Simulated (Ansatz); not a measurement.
```cif
data_structure
_symmetry_space_group_name_H-M 'P 1'
_symmetry_Int_Tables_number 1
_cell_length_a 4.0172
_cell_length_b 4.0172
_cell_length_c 39.4925
_cell_angle_alpha 90.000
_cell_angle_beta 90.000
_cell_angle_gamma 120.000
_cell_volume 551.94
loop_
_atom_site_label
_atom_site_type_symbol
_atom_site_fract_x
_atom_site_fract_y
_atom_site_fract_z
_atom_site_occupancy
P1 P 0.00000 0.00000 0.00384 1
P2 P 0.66667 0.33333 0.33718 1
P3 P 0.33333 0.66667 0.67051 1
P4 P 0.66667 0.33333 0.08335 1
P5 P 0.33333 0.66667 0.41669 1
P6 P 0.00000 0.00000 0.75002 1
P7 P 0.33333 0.66667 0.16287 1
P8 P 0.00000 0.00000 0.49620 1
P9 P 0.66667 0.33333 0.82953 1
Sb1 Sb 0.00000 0.00000 0.24939 1
Sb2 Sb 0.66667 0.33333 0.58272 1
Sb3 Sb 0.33333 0.66667 0.91606 1
Ga1 Ga 0.66667 0.33333 0.02280 1
Ga2 Ga 0.33333 0.66667 0.35613 1
Ga3 Ga 0.00000 0.00000 0.68946 1
Ga4 Ga 0.33333 0.66667 0.10225 1
Ga5 Ga 0.00000 0.00000 0.43558 1
Ga6 Ga 0.66667 0.33333 0.76891 1
Ga7 Ga 0.00000 0.00000 0.18161 1
Ga8 Ga 0.66667 0.33333 0.51494 1
Ga9 Ga 0.33333 0.66667 0.84828 1
Ga10 Ga 0.66667 0.33333 0.27722 1
Ga11 Ga 0.33333 0.66667 0.61056 1
Ga12 Ga 0.00000 0.00000 0.94389 1
```

Space group R3m; started from the ordered alloy on zincblende lattice prototype, which need not be the ambient phase.

The calculation used DFT, PBE, plane waves, PAW (Ansatz).

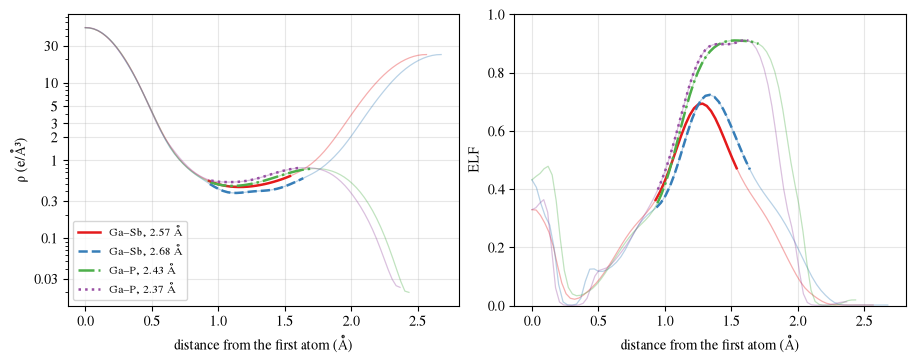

Ga4SbP3. Valence charge density (pseudo) and ELF along straight lines between neighbouring atoms. Thin, pale parts lie inside the atomic spheres.

Core electrons are frozen (PAW), and the valence fields are smoothed inside the atomic spheres.

Compare the contacts.

Answer. Ga–Sb (2.57 Å): the density is about 0.47 e/Å³ at the midpoint; the ELF peaks at about 0.70 between the atoms.
Ga–Sb (2.68 Å): ρ is about 0.41 e/Å³ halfway; the ELF peaks at about 0.70 between the atoms.
Ga–P (2.43 Å): ρ is about 0.49 e/Å³ halfway; the ELF peaks at about 0.90 in the valence shell of P, 0.9 Å from its nucleus, and is about 0.75 at the midpoint.
Ga–P (2.37 Å): the density is about 0.54 e/Å³ at the midpoint; the ELF peaks at about 0.90 in the valence shell of P, 0.8 Å from its nucleus, and is about 0.75 at the midpoint.
